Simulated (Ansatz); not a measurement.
# V2CO2 monolayer: phonons and vibrational spectra, part 2 of 2

Task: relax V2CO2 monolayer, then find its harmonic phonons.

Ansatz 0.2.0; DFT PBEsol, scalar-relativistic, plane waves, PAW; PAW set soft_1.

So far. Step 2 (Bringing the structure to rest): The program solves this slab on a cell height of its own, 32.6 Å, in place of the one typed.

### Step 3. Tight relaxation

Phonons need a cell at rest on their own settings, so the relaxation is repeated with tight tolerances on forces and stress on the k mesh and occupations of the first response run.

Contents of input.yaml:

```yaml
crystal:
  lattice:
    - [2.8645634507, 0.0, 0.0]
    - [-1.4322817254, 2.4807847191, 0.0]
    - [0.0, 0.0, 32.6]
  atoms:
    - { symbol: C, position: [0.0, 0.0, 0.3067484663] }
    - { symbol: V, position: [0.3333333333, 0.6666666667, 0.3428942423] }
    - { symbol: V, position: [0.6666666667, 0.3333333333, 0.2706026902] }
    - { symbol: O, position: [0.6666666667, 0.3333333333, 0.3739404129] }
    - { symbol: O, position: [0.3333333333, 0.6666666667, 0.2395565196] }
  periodic: [true, true, false]
kpoints:
  mp_grid: { grid: [18, 18, 1] }
hamiltonian:
  xc: pbesol
  pseudopotentials: { kind: paw, azcp: { folder: soft_1 }, xc_functional: pbe }
scf:
  occupations: { method: methfessel_paxton, width: 0.2 }
output:
  forces: true
  stress: true
  eigenvalues: true
  write_density: true
  write_potential: true
  elf: true
  volumetric_format: npy
relax:
  adjacent_minimum: "off"
  f_tol: 0.001
  max_steps: 60
  cell: { stress_2d_tol: 0.002 }
```

The run is started by

```console
> ansatz run input.yaml --threads 4 --pin off --max-ram 16384MiB --backend cpu --events-out ev --progress --plain --runs-dir out
```

Numbers of over 12 decimals in the logs are rounded to 6 here.

What it wrote:

```text
[...]
Crystal: 5 atoms, lattice volume = 231.668 Å³
Basis set: ecut = 420 eV, 4513 PW (Γ), exchange–correlation on 40×40×450 points (8 copies of the dense FFT grid, shifted against one another)
Bands: 26, of which v1, the nominal top of the filled ones, is band 21 counted from 1 (20 counted from 0)
Symmetry: 12 space group operations
[...]
k-points: 37 of 324
[...]
cell:  # Å, volume = 231.6754 Å³
    - [2.864612, 2.8867900313009033e-11, 0]
    - [-1.432306, 2.480827, 0]
    - [0, 0, 32.6]
  atoms:
    - { symbol: C, position: [0, 0, 0.30674846626] }
    - { symbol: V, position: [0.333333, 0.666667, 0.342889] }
    - { symbol: V, position: [0.666667, 0.333333, 0.270608] }
    - { symbol: O, position: [0.666667, 0.333333, 0.373931] }
    - { symbol: O, position: [0.333333, 0.666667, 0.239565] }
[key lines of the parts left out:]
SCF converged after 8 iterations
Free energy (F): -7141.516524 eV
Fermi energy:    -6.589468 eV
P = ½ c Tr σ = 0.0001 N/m
```

Wall time 30 s (4 threads of Arm Neoverse V1, shared host); peak memory 0.66 GiB; 1.9 min of CPU time.

Little changed from the start: no atom moved by 0.005 Å and no cell edge by 0.1 %.

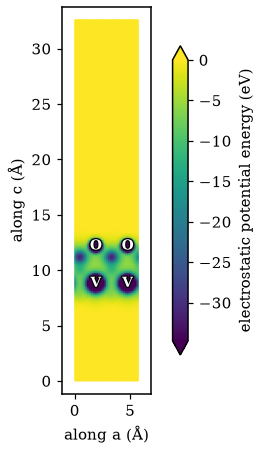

Electrostatic potential energy in the ac plane at fractional y = 0.333, with atoms of V and O within 0.2 Å of it. With pseudopotentials it is smooth inside the atoms' cores, unlike the true potential.

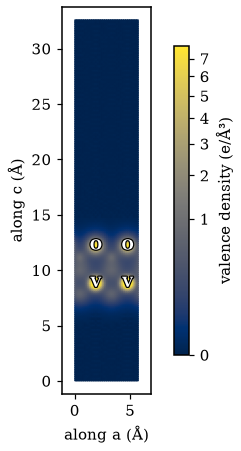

Valence density in the ac plane at fractional y = 0.333, with atoms of V and O within 0.2 Å of it. It is the smooth field of the valence electrons, not physical close to the nuclei. The colour scale is stretched toward low values.

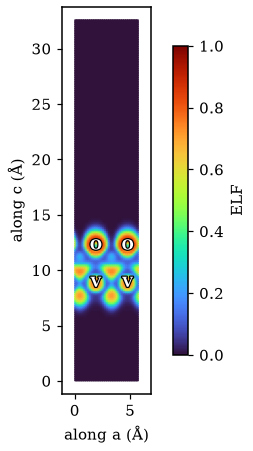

ELF in the ac plane at fractional y = 0.333, with atoms of V and O within 0.2 Å of it. It is the smooth field of the valence electrons, not physical close to the nuclei.

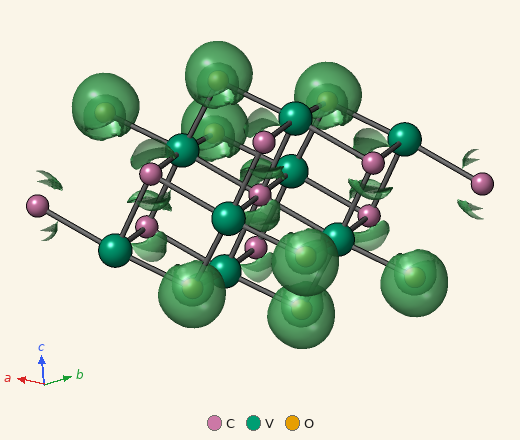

Surface of ELF = 0.78. 2×2×1 cells are drawn.

The largest force component left is 0.055 meV/Å, within the tolerances set.

### Step 4. Zone-centre response

The zone centre comes first: it holds the modes that light can see, as far as symmetry allows. No field response is asked, since the mesh shows no gap.

input.yaml, the sections that differ from step 3:

```yaml
crystal:
  lattice:
    - [2.8646122498, 0.0, 0.0]
    - [-1.4323061249, 2.4808269803, 0.0]
    - [0.0, 0.0, 32.6]
  atoms:
    - { symbol: C, position: [0.0, 0.0, 0.3067484663] }
    - { symbol: V, position: [0.3333333333, 0.6666666667, 0.3428885828] }
    - { symbol: V, position: [0.6666666667, 0.3333333333, 0.2706083498] }
    - { symbol: O, position: [0.6666666667, 0.3333333333, 0.3739314977] }
    - { symbol: O, position: [0.3333333333, 0.6666666667, 0.2395654348] }
  periodic: [true, true, false]
output:
  eigenvalues: true
phonons:
  method: dfpt
# kpoints, hamiltonian, scf: as in step 3
# relax: removed
```

What it wrote:

```text
Warning: crystal.symmetry: narrowed to the stabiliser of the run's FFT grids — unitary ops 12 → 6. A phonons.method: dfpt run fills in the rows of the dynamical matrix that it does not solve by its symmetry operations, which is exact only for operations that map its FFT grids onto themselves: filled in by any other, the frequencies could depend on the order in which like atoms are typed, or, by more than the grids' own error, on where the crystal sits among the grids' points. Excluded: 6 operations. The run can therefore solve more perturbations, solve them on more k-points, or both, and cost more. [rest of the remark cut]
[...]
Crystal: 5 atoms, lattice volume = 231.675 Å³
Basis set: ecut = 420 eV, 4513 PW (Γ), exchange–correlation on 40×40×450 points (8 copies of the dense FFT grid, shifted against one another)
Bands: 26, of which v1, the nominal top of the filled ones, is band 21 counted from 1 (20 counted from 0)
Symmetry: 12 space group operations
k-points: 91 of 324 (irreducible under 2 space group operations, time reversal used)
[...]
SCF iter   1: F=—  HF=-7147.582325 eV  |F-HF|=—  |Δ(HF+E_count)|=         —  Δρ=1.04e-1  dr2=2.83e1  ethr=3.10e-3  ⟨swp⟩=9.0  Hψ=16601  notcnv=0
[...]
SCF iter  12: F=-7141.516524 eV  HF=-7141.516524 eV  |F-HF|=8.82e-11  |Δ(HF+E_count)|=   1.15e-8  S|Δr|=    0.00e0  Δρ=1.06e-7  dr2=8.21e-12  ethr=1.00e-12  ⟨swp⟩=14.6  Hψ=24531  notcnv=0
SCF 1 converged in 12 iterations: F = -7141.516524 eV  dr2 = 8.21e-12
[...]
DFPT response loops at Γ: preconditioner auto → none (partly filled bands, converged f_vac=0.780); β = 0.50; Broyden in place of MSR1
SCF converged after 12 iterations
[...]
Free energy (F): -7141.516524 eV
[...]
Internal energy: -7141.519351 eV  (E = F + TS)
E sigma→0 (E₀):  -7141.517231 eV
Entropy (-TS):   0.002827 eV (0.565 meV/atom)
Fermi energy:    -6.589471 eV
[...]
--- Band table (eV; the first three rows and the last of 91) ---
  k-point 0: bands = [... 17 lower, -8.1718, -7.4425, -7.4425, -7.3458, -7.3458, -6.2460, -6.2224, -6.2224, ... 1 higher]
  k-point 1: bands = [... 17 lower, -8.1045, -8.0269, -7.9146, -7.0408, -6.9042, -6.2822, -6.1868, -6.0529, ... 1 higher]
  k-point 2: bands = [... 17 lower, -8.8281, -8.3950, -8.0085, -7.0475, -6.5957, -6.1251, -5.9889, -5.8084, ... 1 higher]
  k-point 90: bands = [... 17 lower, -10.4473, -10.1671, -9.7533, -6.7264, -5.9612, -5.7998, -5.3074, -4.9395, ... 1 higher]
--- Phonons (Γ-DFPT): 10 representative perturbations + reference, on 91 of 324 k-points (Σ response iterations 55) ---
  ASR residual: 1.480e-4 → 0.000e0 eV/Å²; symmetrization residual: 8.519e-6 eV/Å²
  The last average, over the group as it would stand without the narrowing to the FFT grids, took up to 1.601e-6 eV/Å² of the zone centre's force constants
  ASR residual per site (eV/Å²): 4.57e-5 1.48e-4 1.46e-4 1.95e-5 2.08e-5
  Γ frequencies (cm⁻¹): 0.00 0.00 0.00 105.52 105.52 299.89 324.61 324.61 368.25 368.25 596.89 599.96 655.10 655.10 760.48
  non-analytic LO–TO correction: not included (Born effective charges unavailable; polar crystals: no LO–TO splitting at Γ)
```

Wall time 4 min (4 threads); peak memory 2.1 GiB; 16 min of CPU time.

Numbers from this step:

```
sum-rule residual before enforcement                    : 1.48e-4 eV/Å²
point group                                             : -3m
highest optical mode at the zone centre (no LO-TO term) : 760.5 cm⁻¹
lowest optical zone-centre mode                         : 105.5 cm⁻¹
```

Patterns of degenerate modes are one choice out of their space. Modes at Γ, with each element's share of the kinetic energy:

```tsv
mode	frequency (cm⁻¹)	symmetry	C %	V %	O %
1	0.0	acoustic	8	70	22
2	0.0	acoustic	8	70	22
3	0.0	acoustic	8	70	22
4	105.5	Eg	0	100	0
5	105.5	Eg	0	100	0
6	299.9	A1g	0	75	25
7	324.6	Eg	0	0	100
8	324.6	Eg	0	0	100
9	368.2	Eu	0	25	75
10	368.2	Eu	0	25	75
11	596.9	A1g	0	25	75
12	600.0	A2u	0	24	76
13	655.1	Eu	92	5	3
14	655.1	Eu	92	5	3
15	760.5	A2u	92	7	2
```

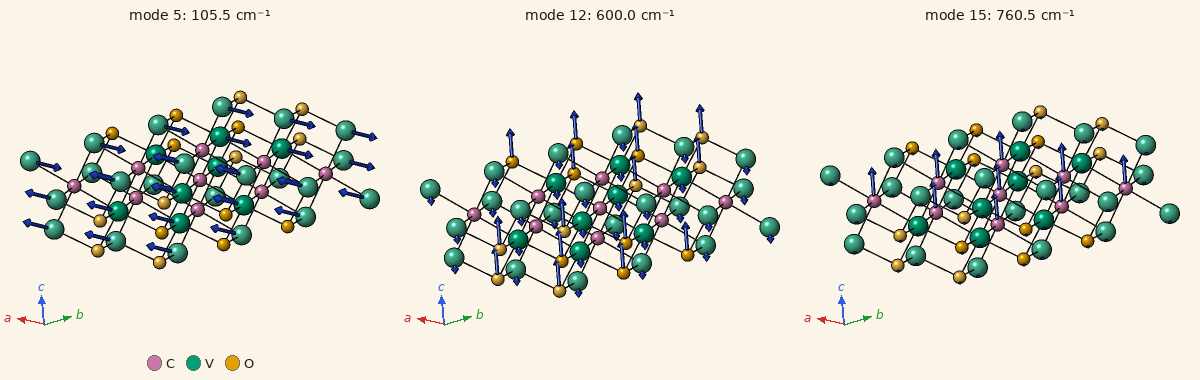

Displacement patterns of modes 5, 12 and 15 at Γ; arrows are exaggerated. 2×2×1 cells are drawn. Some periodic images of atoms are drawn too.

Before it was imposed, the acoustic sum rule was missed by 1.5e-4 eV/Å². Small misses are needed for a sound result but don't prove that mesh and cutoff are converged. The lowest optical mode is real, 106 cm⁻¹.

### Step 5. Phonons on a q mesh

Stability and thermal properties need the whole zone. Linear response on a 4×4×1 q mesh gives force constants as far as a supercell of that size would.

input.yaml: that of step 4 with these lines changed.

```diff
@@ -13,3 +13,3 @@
 kpoints:
-  mp_grid: { grid: [18, 18, 1] }
+  mp_grid: { grid: [20, 20, 1] }
 hamiltonian:
@@ -23 +23,10 @@
   method: dfpt
+  qmesh: [4, 4, 1]
+  temperatures: { t_max: 1000, t_step: 50 }
+  qpath:
+    path:
+      - [0.0, 0.0, 0.0]
+      - [0.5, 0.0, 0.0]
+      - [0.33333333, 0.33333333, 0.0]
+      - [0.0, 0.0, 0.0]
+    npoints: 10
```

What it wrote:

```text
[...]
Crystal: 5 atoms, lattice volume = 231.675 Å³
Basis set: ecut = 420 eV, 4513 PW (Γ), exchange–correlation on 40×40×450 points (8 copies of the dense FFT grid, shifted against one another)
Bands: 26, of which v1, the nominal top of the filled ones, is band 21 counted from 1 (20 counted from 0)
Symmetry: 12 space group operations
k-points: 44 of 400 (irreducible under 6 space group operations, time reversal used)
[...]
SCF iter   1: F=—  HF=-7147.582614 eV  |F-HF|=—  |Δ(HF+E_count)|=         —  Δρ=1.04e-1  dr2=2.83e1  ethr=3.10e-3  ⟨swp⟩=8.8  Hψ=7955  notcnv=0
[...]
SCF iter  13: F=-7141.516459 eV  HF=-7141.516459 eV  |F-HF|=1.31e-10  |Δ(HF+E_count)|=   2.57e-9  S|Δr|=    0.00e0  Δρ=1.68e-8  dr2=5.75e-13  ethr=1.00e-12  ⟨swp⟩=17.0  Hψ=10605  notcnv=0
SCF 1 converged in 13 iterations: F = -7141.516459 eV  dr2 = 5.75e-13
[...]
phonons: the bands overlap, so this run is a metal and interpolates without the dipole-dipole term. If the crystal is really an insulator or semiconductor, its LO-TO splitting is missing
NSCF: frozen V_eff on 44 k-points
[...]
DFPT response loops at q = (0, 0, 0) (fractional): preconditioner auto → none (partly filled bands, converged f_vac=0.780); β = 0.50; Broyden in place of MSR1
[...]
SCF converged after 13 iterations
[...]
Free energy (F): -7141.516459 eV
[...]
Internal energy: -7141.519272 eV  (E = F + TS)
E sigma→0 (E₀):  -7141.517163 eV
Entropy (-TS):   0.002812 eV (0.562 meV/atom)
Fermi energy:    -6.589709 eV
[...]
--- Band table (eV; the first three rows and the last of 44) ---
  k-point 0: bands = [... 17 lower, -8.1718, -7.4425, -7.4425, -7.3458, -7.3458, -6.2460, -6.2224, -6.2224, ... 1 higher]
  k-point 1: bands = [... 17 lower, -8.1119, -7.9598, -7.8639, -7.0573, -6.9480, -6.2883, -6.1949, -6.0739, ... 1 higher]
  k-point 2: bands = [... 17 lower, -8.6617, -8.3039, -8.0133, -7.0308, -6.6359, -6.1629, -6.0477, -5.8621, ... 1 higher]
  k-point 43: bands = [... 17 lower, -10.8016, -10.2534, -10.0629, -6.3871, -6.0767, -6.0406, -4.9797, -4.9544, ... 1 higher]
--- Phonons (Γ-DFPT): 10 representative perturbations + reference (Σ response iterations 47) ---
  ASR residual: 1.836e-5 → 0.000e0 eV/Å²; symmetrization residual: 2.387e-6 eV/Å²
[...]
ASR residual per site (eV/Å²): 3.74e-6 1.84e-5 1.73e-5 1.48e-5 5.55e-6
[...]
--- Phonons (arbitrary-q DFPT): 4 irreducible q on the 4×4×1 mesh ---
  q = [0.0000, 0.0000, 0.0000] (star 1, of the zone-centre solve; hermiticity 1.82e-7, symmetrization 2.66e-13, taken by the last average 1.88e-7): -0.00 0.00 0.00 105.37 105.37 299.78 324.12 324.12 367.87 367.87 596.75 599.96 654.84 654.84 760.47
  q = [0.0000, 0.2500, 0.0000] (star 6, 15 solved perturbations on 210 of 400 k-point pairs; hermiticity 3.09e-7, symmetrization 5.64e-9, taken by the last average 2.49e-7): 92.55 113.14 176.14 207.56 250.62 266.15 356.34 364.22 372.66 431.53 554.07 564.76 642.31 693.77 755.71
[...]
q = [0.2500, 0.2500, 0.0000] (star 6, 10 solved perturbations in 3050 linear systems a pass and spin channel, the states on 400 of 400 k-point pairs; hermiticity 2.23e-7, symmetrization 5.19e-11, taken by the last average 2.29e-7): 120.30 150.81 177.75 212.44 241.97 275.66 391.20 403.61 433.02 439.13 526.36 527.02 644.03 723.48 738.02
  sum rule: each row above includes the acoustic sum rule's correction from the zone centre's row sums; it moved no ω² by more than (0.50 cm⁻¹)²
  mesh force constants: q→R imaginary residual 2.44e-18; ASR residual 1.836e-5 → 0.000e0 eV/Å²; symmetrization residual 1.066e-14 eV/Å²
  interpolated dispersion: 31 rows × 15 modes
  density of states and harmonic sums: on the 28×28×1 q-mesh, interpolated from the force constants of a 4×4×1 supercell (no non-analytic term)
  largest difference from the sums on the solved wave vectors: F 3.31e-2 eV, S 4.56e-5 and C_V 1.25e-5 eV/K
  zero-point energy: 0.366260 eV/cell   skipped modes (ω ≤ 0): 7, of them read as no rigid motion or as one in doubt: 4 (3.827e-2 modes/cell left out, lowest -20.17 cm⁻¹)   left out of the sums: 2.81e-3 of the cell's modes: C_V's classical limit lies that fraction below 3 k_B per atom; for a crystal, a wire or a layer, F and S can be off by more, and a phonons.interpolated_qmesh denser along its periods is the remedy for the sampling
```

Run time: 31 min. Hardware: 4 threads; peak memory 5 GiB.

This step gave:

```
sum-rule residual before enforcement                    : 1.84e-5 eV/Å²
lowest frequency on the path                            : -19.79 cm⁻¹
highest frequency on the path or at a solved wavevector : 765.3 cm⁻¹
lowest optical zone-centre mode                         : 105.4 cm⁻¹
lowest mode on the q mesh (acoustic modes at Γ apart)   : 71.32 cm⁻¹
```

Frequencies (cm⁻¹) solved at each irreducible wavevector; negative means imaginary. Frequencies by wavevector, by row:

```tsv
q in reciprocal lattice units	star	mode 1	mode 2	mode 3	mode 4	mode 13	mode 14	mode 15
0 0 0	1	0	0	0	105.4	654.8	654.8	760.5
0 0.25 0	6	92.5	113.1	176.1	207.6	642.3	693.8	755.7
0 -0.5 0	3	71.3	135	193.5	224.6	644.6	720.6	765.3
0.25 0.25 0	6	120.3	150.8	177.8	212.4	644	723.5	738
```

Interpolated from a 4×4×1 q mesh. The phonon branches at the labelled points (cm⁻¹):

```tsv
point	branch 1	branch 2	branch 3	branch 4	branch 12	branch 13	branch 14	branch 15
Γ	0	0	0	105	600	655	655	760
M	71	135	194	225	535	645	721	765
K	146	146	171	212	514	687	687	732
Γ	0	0	0	105	600	655	655	760
```

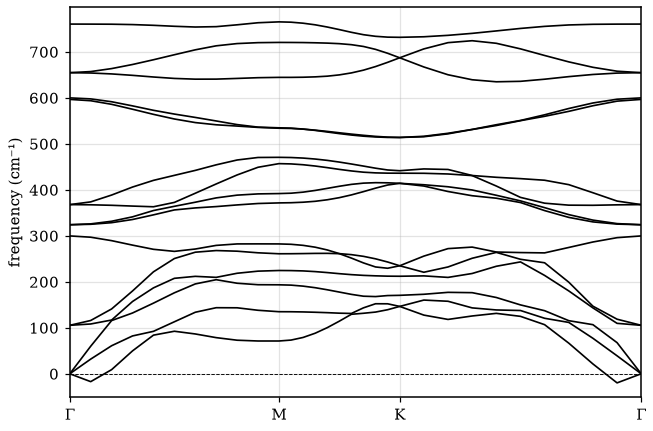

Phonon branches along the path.

The phonon density of states has structure finer than the step of the table below, so its rows give means over 50 cm⁻¹, whole bins alone (the curve runs from -25 to 765 cm⁻¹). Peaks (cm⁻¹: height): 225.0: 0.0435, 265.0: 0.0699, 365.0: 0.0502, 535.0: 0.0527, 645.0: 0.0555, 715.0: 0.0418, 755.0: 0.0540.

Tetrahedra on a 28×28×1 mesh, mean over bins of 10 cm-1. Interpolated from a 4×4×1 q mesh. The phonon density of states by wavenumber; means over each step:

```tsv
wavenumber (cm⁻¹)	phonon density of states (1/cm⁻¹/cell)
0	0.00117
50	0.00389
100	0.0212
150	0.0280
200	0.0238
250	0.0338
300	0.00880
350	0.0226
400	0.0322
450	0.0242
500	0.00656
550	0.0294
600	0.00423
650	0.0217
700	0.0165
```

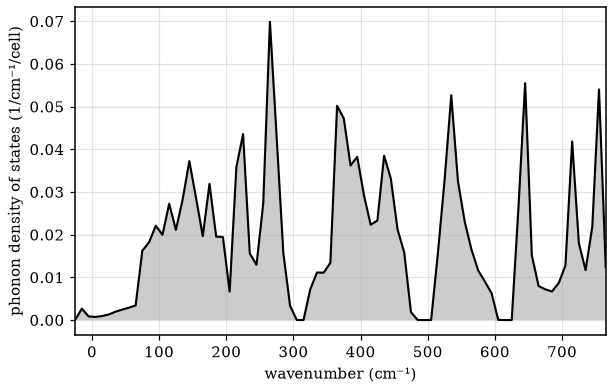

Phonon density of states, plotted against wavenumber.

The partial phonon density of states has structure finer than the step of the table below, so its rows give means over 50 cm⁻¹, whole bins alone (the curve runs from -28.4 to 798 cm⁻¹). Peaks (cm⁻¹: height): C 641.9: 0.0452, 719.9: 0.0349, 756.3: 0.0388; O 262.6: 0.0121, 371.7: 0.0460, 439.3: 0.0346, 532.8: 0.0352; V 143.1: 0.0326, 174.3: 0.0277, 221.0: 0.0376, 262.6: 0.0423, 538.0: 0.00925.

Phonopy on the run's constants, 21x21x1 mesh, Gaussian sigma 5.9 cm-1. Interpolated from a 4×4×1 q mesh. Partial phonon density of states against wavenumber; means over each step; values in 1/cm⁻¹/cell:

```tsv
wavenumber (cm⁻¹)	C	O	V
0	7.7e-5	2.0e-4	7.7e-4
50	1.9e-4	4.8e-4	0.00356
100	3.0e-4	8.0e-4	0.0199
150	5.2e-4	9.7e-4	0.0266
200	4.4e-4	0.00144	0.0220
250	6.0e-4	0.00612	0.0262
300	1.4e-4	0.00269	0.00672
350	1.0e-4	0.0207	0.00172
400	3.2e-4	0.0306	0.00162
450	2.3e-4	0.0231	5.1e-4
500	1.2e-4	0.00586	0.00128
550	3.5e-4	0.0224	0.00609
600	1.9e-4	0.00331	0.00102
650	0.0201	4.3e-4	9.0e-4
700	0.0157	2.9e-4	4.3e-4
750	0.0205	6.3e-4	7.0e-4
```

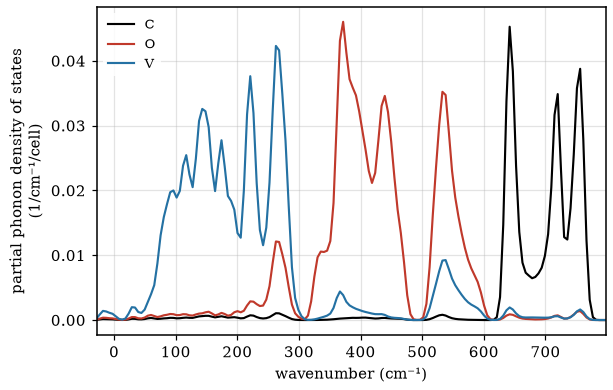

Partial phonon density of states against wavenumber.

Symmetry leaves 4 wavevectors to solve. The lowest mode among them, the acoustic zeros apart, lies at q = (0, -0.5, 0) and is real, 71.3 cm⁻¹. Between them the interpolated path dips to 20i cm⁻¹.

### Step 6. Isotope substitution, element C, natural mass 12.011 amu

An isotope changes the mass and not the force constants, so no new electronic calculation is needed; the shifts show which modes move this element.

The same force constants with the mass of C changed from 12.011 to 13.003 u (phonopy, no LO-TO term). Both lists are sorted by frequency; levels can cross, so a row need not hold one and the same mode. Modes under 3 cm⁻¹ are left out. Isotope shifts, by row, the first 40 of 57 rows:

```tsv
q	rank	natural mass (cm⁻¹)	changed mass (cm⁻¹)
0 0 0	4	105.4	105.4
0 0 0	5	105.4	105.4
0 0 0	6	299.8	299.8
0 0 0	7	324.1	324.1
0 0 0	8	324.1	324.1
0 0 0	9	367.9	367.9
0 0 0	10	367.9	367.9
0 0 0	11	596.8	596.8
0 0 0	12	600	600
0 0 0	13	654.8	631.5
0 0 0	14	654.8	631.5
0 0 0	15	760.5	733.4
0 0.25 0	1	92.55	92.53
0 0.25 0	2	113.1	112.9
0 0.25 0	3	176.1	175.8
0 0.25 0	4	207.6	207.5
0 0.25 0	5	250.6	250.3
0 0.25 0	6	266.1	265.9
0 0.25 0	7	356.3	356.3
0 0.25 0	8	364.2	364.2
0 0.25 0	9	372.7	372.3
0 0.25 0	10	431.5	431.5
0 0.25 0	11	554.1	554
0 0.25 0	12	564.8	564.7
0 0.25 0	13	642.3	618.9
0 0.25 0	14	693.8	668.4
0 0.25 0	15	755.7	728.8
0 -0.5 0	1	71.32	71.32
0 -0.5 0	2	135	135
0 -0.5 0	3	193.5	193.3
0 -0.5 0	4	224.6	224.3
0 -0.5 0	5	261	261
0 -0.5 0	6	282.4	282
0 -0.5 0	7	371.6	371.6
0 -0.5 0	8	391.9	391.8
0 -0.5 0	9	457	457
0 -0.5 0	10	470.7	470.3
0 -0.5 0	11	534	534
0 -0.5 0	12	534.9	534
0 -0.5 0	13	644.6	620.4
```

A mode of this element alone would shift by -3.89 %. The highest zone-centre frequency without the field goes from 760.5 to 733.4 cm⁻¹ (-3.6 %). The product of the frequency ratios over all optical modes at Γ is 0.897; the product rule, (m/m′)^(3k/2) (M′/M)^(3/2) with k = 1 such atoms and M the mass of the cell, gives 0.897.

### Step 7. Another isotope, element O, natural mass 15.999 amu

The same for O, from 16.00 to 18.00 u.

A mode of this element alone would shift by -5.72 %. The highest zone-centre frequency without the field goes from 760.5 to 759.8 cm⁻¹ (-0.1 %). The product of the frequency ratios over all optical modes at Γ is 0.731; the product rule, (m/m′)^(3k/2) (M′/M)^(3/2) with k = 2 such atoms and M the mass of the cell, gives 0.731.

### Step 8. Outcome

```yaml
space_group_after_relaxation_within_0p01_a: P-3m1
area_per_atom: 1.42 Å²
electronic_character: no gap on this mesh
highest_optical_mode_at_the_zone_centre_no_lo_to_term: 760 cm⁻¹
lowest_optical_zone_centre_mode: 106 cm⁻¹
lowest_mode_on_the_q_mesh_acoustic_modes_at_gamma_apart: 71.3 cm⁻¹
highest_frequency_on_the_path_or_at_a_solved_wavevector: 765 cm⁻¹
imaginary_modes_on_the_4x4x1_q_mesh: none
```

In words: No mode is imaginary at the 4 irreducible wavevectors solved, but between them the interpolated path dips to 19.8i cm⁻¹, so stability is not settled. The optical modes at Γ span 106 to 760 cm⁻¹. The highest mode in this list at Γ, 760.5 cm⁻¹, is mostly motion of C (92 % of the kinetic energy). The interpolated path dips to 20i cm⁻¹ between the solved wavevectors, which may come from the interpolation; a denser q mesh would tell. With no gap, or one that is small against the smearing, the frequencies hang on the k mesh and the smearing, most of all near Kohn anomalies. The phonon runs are without spin polarisation, although V often carries a moment. In a sheet or slab the interpolated bending branch near Γ is rough, since the rotational sum rule isn't imposed. The PAW files were made for PBE and serve the other functionals too. The starting cell was built on a prototype and not taken from a measurement. These are harmonic frequencies at zero temperature: anharmonic shifts, linewidths and thermal expansion are left out.

[Logs are printed without paths, hosts, clocks, repeated set-up lines and the standing remarks that a program may print on its own settings, such as how far it seeks lower states.]

[Hosts, paths, dates, database ids (printed as entryN), source tags and the programs' standing remarks are cut or masked in the printed files.]
